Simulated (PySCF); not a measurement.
SMILES c1c(C)c(-c2sc3ccsc3c2)sc1 (C11H8S3) at its GFN2-xTB optimised geometry (Å):

```
22

C      1.2643    -2.4240    -0.0005
C      2.0698    -1.1691     0.0000
C      3.4841    -1.1691     0.0000
C      4.0287     0.0732     0.0000
S      2.8305     1.3014     0.0000
C      1.5531     0.1087     0.0001
C      0.1993     0.5620     0.0003
C     -0.2184     1.8707    -0.0169
C     -1.6154     1.9767    -0.0099
S     -2.7421     3.2881    -0.0241
C     -4.0662     2.1693     0.0018
C     -3.6827     0.8672     0.0203
C     -2.2785     0.7542     0.0138
S     -1.1563    -0.5571     0.0273
H      0.6388    -2.4833     0.8900
H      0.6068    -2.4627    -0.8689
H      1.9234    -3.2881    -0.0225
H      4.0690    -2.0719    -0.0002
H      5.0642     0.3493    -0.0001
H      0.4582     2.7053    -0.0343
H     -5.0642     2.5602     0.0017
H     -4.3609     0.0344     0.0379
```

Method: PySCF 2.14.0 with CAM-B3LYP/def2-SVP. Cells within 0.4 Å of a nucleus heavier than hydrogen are left out (blank, or x).

Map of the Laplacian of the electron density (e/bohr⁵), clipped to [-1.50, 1.50] on the plane z = 0.0 Å:

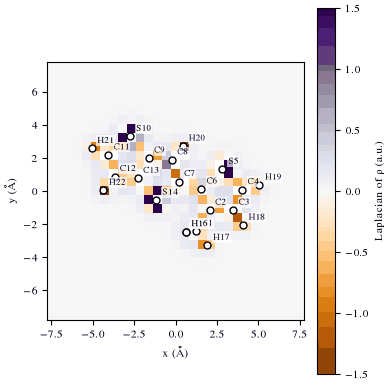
*Laplacian of the electron density (e/bohr⁵), clipped to [-1.50, 1.50] on the plane z = 0.0 Å.*
